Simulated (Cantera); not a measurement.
Charge: 1 mol H₂O, 1.2 mol O₂, at 91000 Pa.

Equilibrium computed with Cantera from the NASA thermochemical tables; the gas is ideal and each condensed phase is pure. Candidate condensed phases: H₂O; 9 gas species. Equilibrium is a limit: real reactors are often held back by kinetics, nucleation or transport.

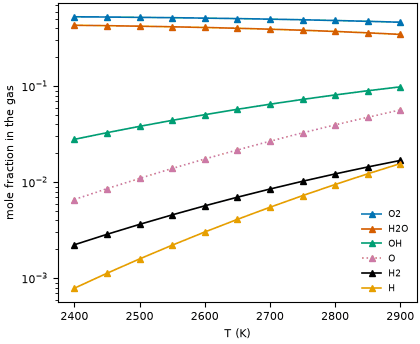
*Equilibrium gas composition (values under 1e-9 drawn at 1e-9)*

Q: Read off the mole fractions at 2500 K.

A: O₂ about 0.52, H₂O about 0.42, OH about 0.038, O about 0.011, H₂ about 0.0036, H about 0.0016.
